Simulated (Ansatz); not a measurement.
**Geometry relaxation, with input and output: CH₂F₂NP (part 1 of 2)**

The run: geometry relaxation of CH₂F₂NP. Method and program: RKS PBE-D4/def2-SVP (Ansatz 0.2.0).

The geometry: force-field start. Figures and captions count atoms from 1; the log counts them from 0 in places.

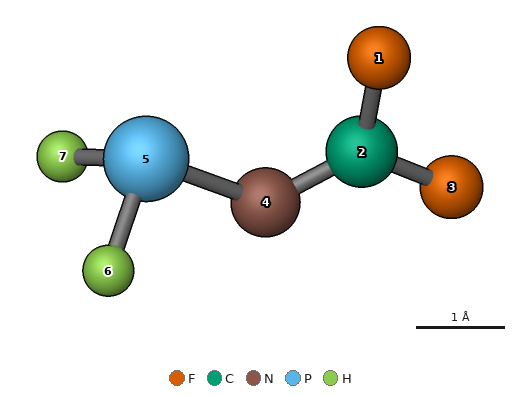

Figure 1. The input geometry (ball-and-stick view, seen at a tilt; atoms are numbered from 1 in the order of the input). Bond lengths as drawn: C–F 1.34 to 1.39 Å, C–N 1.25 Å, H–P 1.38 to 1.44 Å and N–P 1.70 Å.

Summary:

| quantity | value |
| --- | --- |
| outcome | converged |
| total energy | −17260.1857 eV |
| mean-field energy | −17260.0513 eV |
| dispersion energy | −0.1344 eV |
| SCF solution under orbital rotations | stable |
| largest force (length of the vector) at the end | 0.024 eV/Å |
| dipole moment | 1.24 D |
| hardware | 2 threads of Arm Neoverse V1, 23 GiB of memory available, shared host |
| wall time | 37 s (CPU time 69 s) |
| peak memory | 0.15 GiB |

Input:
```yaml
crystal:
  periodic: [false, false, false]
  atoms:
    - {symbol: F, position_ang: [1.688600, -1.066800, 0.312700]}
    - {symbol: C, position_ang: [0.339700, -1.082700, 0.627000]}
    - {symbol: F, position_ang: [-0.116200, -2.089900, 1.377400]}
    - {symbol: N, position_ang: [-0.438000, -0.185700, 0.230900]}
    - {symbol: P, position_ang: [0.062900, 1.098600, -0.771100]}
    - {symbol: H, position_ang: [-0.563600, 2.193400, -0.070500]}
    - {symbol: H, position_ang: [-0.912200, 1.065100, -1.752100]}
basis:
  gaussian: {orbitals: def2-SVP}
hamiltonian: {xc: pbe, dispersion: d4}
relax: {f_tol: 0.03, max_steps: 200}
```

Launch command:
```bash
ansatz run in.yaml --threads 2 --pin off --events-out ev --progress --plain --max-ram 4352MiB
```

The program's output:
```
Functional definition: PBE
  name "PBE"
  cite "Perdew, Burke & Ernzerhof, Phys. Rev. Lett. 77, 3865 (1996) doi:10.1103/PhysRevLett.77.3865"
  parent pbe
  parameter kappa = 0.804
  parameter beta = 0.06672455060314922
  exchange = pbe_x(kappa = kappa, mu = beta*pi^2/3)
  correlation = pbe_c(beta = beta)
949 factors; their error is unknown
mean field evaluation 1: about -17253.4019 eV, gradient 5.6e1 eV
mean field evaluation 2: about -17220.7172 eV, gradient 1.3e2 eV
mean field evaluation 4: about -17259.4670 eV, gradient 1.0e1 eV
mean field evaluation 8: about -17259.6339 eV, gradient 1.3e-1 eV
mean field evaluation 16: about -17259.5834 eV, gradient 3.7e-4 eV
mean field -17259.58341429 eV, -634.2779915092 hartree, gradient 1.3e-5 eV, S^2 0.000000; 0 other end points of the search recorded, 0 dependent functions left out
the calculation of the forces begins
reference -17259.58343608 eV, -634.2779923101 hartree; 24, 24 occupied and 60, 60 virtual orbitals, 949 factors
relax step   1: F+E_penalty+E_count = -17259.71801614 eV  Δ(F+E_penalty+E_count) = +0.000e0 eV  max|allowed force component| = 2.115e0 eV/Å  Δτ_max = 0.0000 Å  (28 SCF iters, accepted)
these checks for a lower state are left out or cut short: starts, cluster_reference, orbital_swaps, neighbouring_geometries, increment
949 factors; their error is unknown
mean field -17259.87241806 eV, -634.2886122021 hartree, gradient 1.5e-5 eV, S^2 0.000000; 0 other end points of the search recorded, 0 dependent functions left out
[... from here on the field's lines of each further geometry are left out, up to the last ...]
relax step   2: F+E_penalty+E_count = -17260.00652076 eV  Δ(F+E_penalty+E_count) = -2.885e-1 eV  max|allowed force component| = 9.777e-1 eV/Å  Δτ_max = 0.0926 Å  (29 SCF iters, accepted)
relax step   3: F+E_penalty+E_count = -17260.07535900 eV  Δ(F+E_penalty+E_count) = -6.884e-2 eV  max|allowed force component| = 3.323e-1 eV/Å  Δτ_max = 0.0644 Å  (30 SCF iters, accepted)
relax step   4: F+E_penalty+E_count = -17260.07751688 eV  Δ(F+E_penalty+E_count) = -2.158e-3 eV  max|allowed force component| = 2.966e-1 eV/Å  Δτ_max = 0.0346 Å  (29 SCF iters, accepted)
relax step   5: F+E_penalty+E_count = -17260.07349303 eV  Δ(F+E_penalty+E_count) = +4.024e-3 eV  max|allowed force component| = 5.536e-1 eV/Å  Δτ_max = 0.0388 Å  (29 SCF iters, rejected (line search))
relax step   6: F+E_penalty+E_count = -17260.08264274 eV  Δ(F+E_penalty+E_count) = -5.126e-3 eV  max|allowed force component| = 8.050e-2 eV/Å  Δτ_max = 0.0194 Å  (29 SCF iters, accepted)
relax step   7: F+E_penalty+E_count = -17260.08341942 eV  Δ(F+E_penalty+E_count) = -7.767e-4 eV  max|allowed force component| = 3.452e-2 eV/Å  Δτ_max = 0.0226 Å  (29 SCF iters, accepted)
relax step   8: F+E_penalty+E_count = -17260.08393195 eV  Δ(F+E_penalty+E_count) = -5.125e-4 eV  max|allowed force component| = 2.708e-2 eV/Å  Δτ_max = 0.0144 Å  (29 SCF iters, accepted)
relax step   9: F+E_penalty+E_count = -17260.07152844 eV  Δ(F+E_penalty+E_count) = +1.240e-2 eV  max|allowed force component| = 8.530e-1 eV/Å  Δτ_max = 0.1955 Å  (34 SCF iters, rejected (line search))
relax step  10: F+E_penalty+E_count = -17260.08707713 eV  Δ(F+E_penalty+E_count) = -3.145e-3 eV  max|allowed force component| = 2.502e-1 eV/Å  Δτ_max = 0.0907 Å  (30 SCF iters, accepted)
relax step  11: F+E_penalty+E_count = -17260.08694552 eV  Δ(F+E_penalty+E_count) = +1.316e-4 eV  max|allowed force component| = 5.623e-1 eV/Å  Δτ_max = 0.0942 Å  (30 SCF iters, rejected (line search))
relax step  12: F+E_penalty+E_count = -17260.09093046 eV  Δ(F+E_penalty+E_count) = -3.853e-3 eV  max|allowed force component| = 2.330e-1 eV/Å  Δτ_max = 0.0471 Å  (28 SCF iters, accepted)
relax step  13: F+E_penalty+E_count = -17260.09617143 eV  Δ(F+E_penalty+E_count) = -5.241e-3 eV  max|allowed force component| = 1.214e-1 eV/Å  Δτ_max = 0.0484 Å  (28 SCF iters, accepted)
relax step  14: F+E_penalty+E_count = -17260.10130483 eV  Δ(F+E_penalty+E_count) = -5.133e-3 eV  max|allowed force component| = 2.145e-1 eV/Å  Δτ_max = 0.0732 Å  (29 SCF iters, accepted)
relax step  15: F+E_penalty+E_count = -17260.11441648 eV  Δ(F+E_penalty+E_count) = -1.311e-2 eV  max|allowed force component| = 1.544e-1 eV/Å  Δτ_max = 0.0999 Å  (30 SCF iters, accepted)
relax step  16: F+E_penalty+E_count = -17260.12421702 eV  Δ(F+E_penalty+E_count) = -9.801e-3 eV  max|allowed force component| = 5.567e-1 eV/Å  Δτ_max = 0.1640 Å  (34 SCF iters, accepted)
relax step  17: F+E_penalty+E_count = -17260.14868489 eV  Δ(F+E_penalty+E_count) = -2.447e-2 eV  max|allowed force component| = 6.088e-1 eV/Å  Δτ_max = 0.2000 Å  (34 SCF iters, accepted)
relax step  18: F+E_penalty+E_count = -17260.15845878 eV  Δ(F+E_penalty+E_count) = -9.774e-3 eV  max|allowed force component| = 3.618e-1 eV/Å  Δτ_max = 0.0733 Å  (29 SCF iters, accepted)
relax step  19: F+E_penalty+E_count = -17260.16637186 eV  Δ(F+E_penalty+E_count) = -7.913e-3 eV  max|allowed force component| = 6.274e-1 eV/Å  Δτ_max = 0.1970 Å  (34 SCF iters, accepted)
relax step  20: F+E_penalty+E_count = -17260.17831796 eV  Δ(F+E_penalty+E_count) = -1.195e-2 eV  max|allowed force component| = 3.270e-1 eV/Å  Δτ_max = 0.0646 Å  (28 SCF iters, accepted)
relax step  21: F+E_penalty+E_count = -17260.18303159 eV  Δ(F+E_penalty+E_count) = -4.714e-3 eV  max|allowed force component| = 7.612e-2 eV/Å  Δτ_max = 0.0272 Å  (29 SCF iters, accepted)
relax step  22: F+E_penalty+E_count = -17260.18270686 eV  Δ(F+E_penalty+E_count) = +3.247e-4 eV  max|allowed force component| = 1.393e-1 eV/Å  Δτ_max = 0.0385 Å  (29 SCF iters, rejected (line search))
relax step  23: F+E_penalty+E_count = -17260.18443236 eV  Δ(F+E_penalty+E_count) = -1.401e-3 eV  max|allowed force component| = 6.374e-2 eV/Å  Δτ_max = 0.0188 Å  (29 SCF iters, accepted)
relax step  24: F+E_penalty+E_count = -17260.18486234 eV  Δ(F+E_penalty+E_count) = -4.300e-4 eV  max|allowed force component| = 1.667e-1 eV/Å  Δτ_max = 0.0361 Å  (29 SCF iters, accepted)
relax step  25: F+E_penalty+E_count = -17260.18546000 eV  Δ(F+E_penalty+E_count) = -5.977e-4 eV  max|allowed force component| = 6.375e-2 eV/Å  Δτ_max = 0.0222 Å  (29 SCF iters, accepted)
the calculation of the forces begins
reference -17260.05126100 eV, -634.2951845588 hartree; 24, 24 occupied and 60, 60 virtual orbitals, 949 factors
relax step  26: F+E_penalty+E_count = -17260.18567591 eV  Δ(F+E_penalty+E_count) = -2.159e-4 eV  max|allowed force component| = 2.266e-2 eV/Å  Δτ_max = 0.0094 Å  (30 SCF iters, accepted)
```

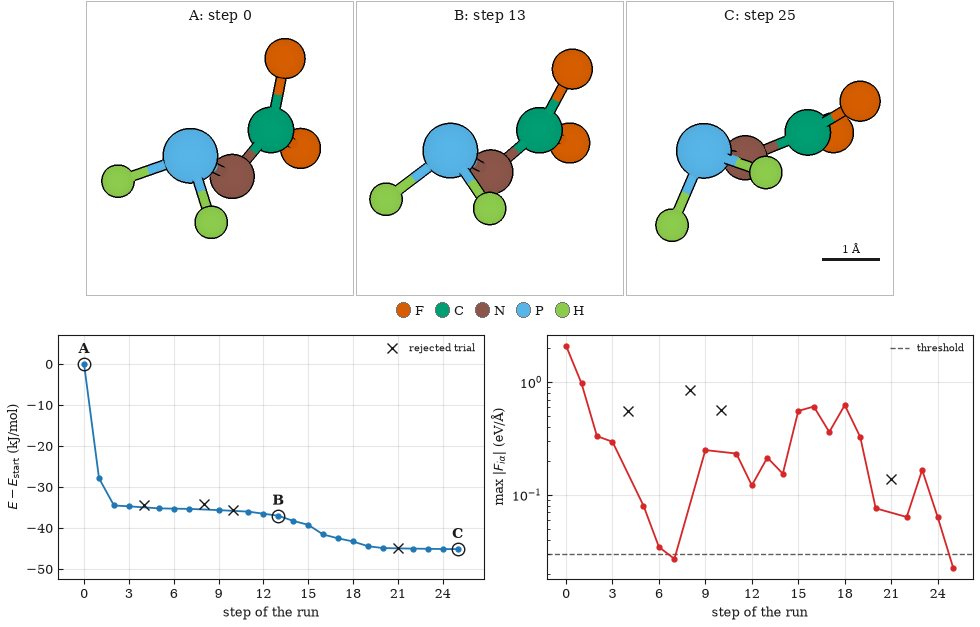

Figure 2. Frames of the relaxation (ball-and-stick view, seen at a tilt) above the curves, on which the letters mark them (the first geometry is step 0 here and step 1 in the log).

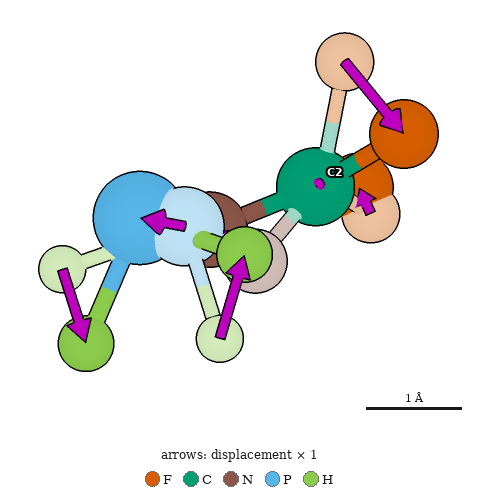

Figure 3. Start (faint) and end (solid) with the displacements as pink arrows, at true length (ball-and-stick view, seen at a tilt). The two geometries are laid on each other by the best rigid fit. The largest move after the best rigid fit is that of F1, 1.04 Å. By element the largest moves are F 1.04 Å, H 0.92 Å, N 0.63 Å, P 0.51 Å, C 0.09 Å. Among the contacts that change: P5–H7 1.384 → 1.439 Å, F1–C2 1.385 → 1.340 Å, N4–P5 1.704 → 1.736 Å, C2–F3 1.336 → 1.324 Å. Among the angles that change: F1–C2–F3 117.9° → 108.3°, F1–C2–N4 121.7° → 127.6°, N4–P5–H7 101.0° → 96.1°. The energy falls by 45.1 kJ/mol in 25 geometry steps. The largest force component goes from 2.1 to 0.023 eV/Å. The line search rejected the trial steps at points 4, 8, 10, 21 (counted from 0) and went back. (Atoms are counted from 1 in the order of the input.)

```
949 factors; their error is unknown
mean field -17260.05123933 eV, -634.2951837625 hartree, gradient 2.1e-5 eV, S^2 0.000000; 1 other end points of the search recorded, 0 dependent functions left out
the calculation of the forces begins
reference -17260.05126100 eV, -634.2951845588 hartree; 24, 24 occupied and 60, 60 virtual orbitals, 949 factors
Total energy: -17260.18569758 eV, -634.3001250120 hartree
Atom 0 at     1.379884    -0.487131     1.156440 Å, force    -0.006033     0.006515    -0.004759 eV/Å
Atom 1 at     0.293219    -1.020633     0.580941 Å, force    -0.002871    -0.022658     0.006273 eV/Å
Atom 2 at     0.064735    -2.200864     1.136345 Å, force     0.001982     0.015348    -0.006086 eV/Å
Atom 3 at    -0.413950    -0.523958    -0.320189 Å, force     0.008664    -0.002995     0.005143 eV/Å
Atom 4 at    -0.086049     0.930329    -1.209591 Å, force    -0.008664     0.003163     0.000676 eV/Å
Atom 5 at     0.271194     1.839845    -0.139010 Å, force     0.002066    -0.002281     0.000266 eV/Å
Atom 6 at    -1.447832     1.394411    -1.250636 Å, force     0.004855     0.002908    -0.001513 eV/Å
Dipole moment:     0.018568     0.249328     0.060159 e Å
```

Trajectory as extended XYZ (Å, eV, eV/Å), 26 frames, from step=1 to step=26:
```
7
Properties=species:S:1:pos:R:3:forces:R:3 step=1 energy=-17259.71802
F     1.6886   -1.0668    0.3127   -1.4759  -1.3164   1.1538
C     0.3397   -1.0827    0.6270    0.2280   0.9071  -0.6016
F    -0.1162   -2.0899    1.3774    1.5701   0.3629  -0.5504
N    -0.4380   -0.1857    0.2309   -1.0208  -0.9452   0.6741
P     0.0629    1.0986   -0.7711    2.1152   1.3422  -0.0438
H    -0.5636    2.1934   -0.0705   -0.2129  -0.1458   0.0432
H    -0.9122    1.0651   -1.7521   -1.2038  -0.2048  -0.6753
7
Properties=species:S:1:pos:R:3:forces:R:3 step=2 energy=-17260.00652
F     1.6793   -1.1371    0.3723   -0.9777  -0.5484   0.5498
C     0.3376   -1.0675    0.6142    0.3517   0.5702  -0.3971
F    -0.0864   -2.0722    1.3639    0.6823   0.0875  -0.2067
N    -0.4294   -0.1691    0.1967   -0.3598  -0.8258   0.5831
P     0.1162    1.1352   -0.7941    0.5544   0.8146  -0.2724
H    -0.5938    2.1717   -0.0765    0.0500  -0.0235   0.0381
H    -0.9623    1.0710   -1.7222   -0.3009  -0.0745  -0.2948
7
Properties=species:S:1:pos:R:3:forces:R:3 step=3 energy=-17260.07536
F     1.6538   -1.1817    0.4113    0.1518   0.0873  -0.0161
C     0.3397   -1.0589    0.6214    0.1454   0.1142  -0.3323
F    -0.0371   -2.0839    1.3570   -0.2226  -0.1289   0.2002
N    -0.4395   -0.1775    0.1957   -0.1542  -0.0373   0.1449
P     0.1064    1.1686   -0.8111    0.0813   0.0039  -0.0584
H    -0.5809    2.1946   -0.0555   -0.0362  -0.0817  -0.0667
H    -0.9811    1.0708   -1.7645    0.0344   0.0426   0.1284
7
Properties=species:S:1:pos:R:3:forces:R:3 step=4 energy=-17260.07752
F     1.6589   -1.1517    0.4278    0.0587   0.1161  -0.0064
C     0.3410   -1.0523    0.6216    0.0271  -0.2966  -0.0736
F    -0.0357   -2.0936    1.3432   -0.0508  -0.0398   0.1358
N    -0.4611   -0.1912    0.2007   -0.0926   0.2037  -0.0706
P     0.1041    1.1429   -0.8154    0.0724   0.0795  -0.1122
H    -0.5515    2.1885   -0.0651   -0.0391  -0.0412   0.0042
H    -0.9945    1.0894   -1.7584    0.0243  -0.0217   0.1228
7
Properties=species:S:1:pos:R:3:forces:R:3 step=5 energy=-17260.07349 accepted=F
F     1.6609   -1.1448    0.4389    0.0133  -0.0443  -0.1661
C     0.3350   -1.0712    0.5883    0.0544   0.1185   0.5536
F    -0.0385   -2.0771    1.3669   -0.0326  -0.0346  -0.1728
N    -0.4584   -0.1934    0.1810    0.0013  -0.0379  -0.1787
P     0.1187    1.1499   -0.8227   -0.0991  -0.0172  -0.0470
H    -0.5568    2.1743   -0.0615    0.0176   0.0002   0.0325
H    -0.9995    1.0943   -1.7366    0.0450   0.0152  -0.0215
```
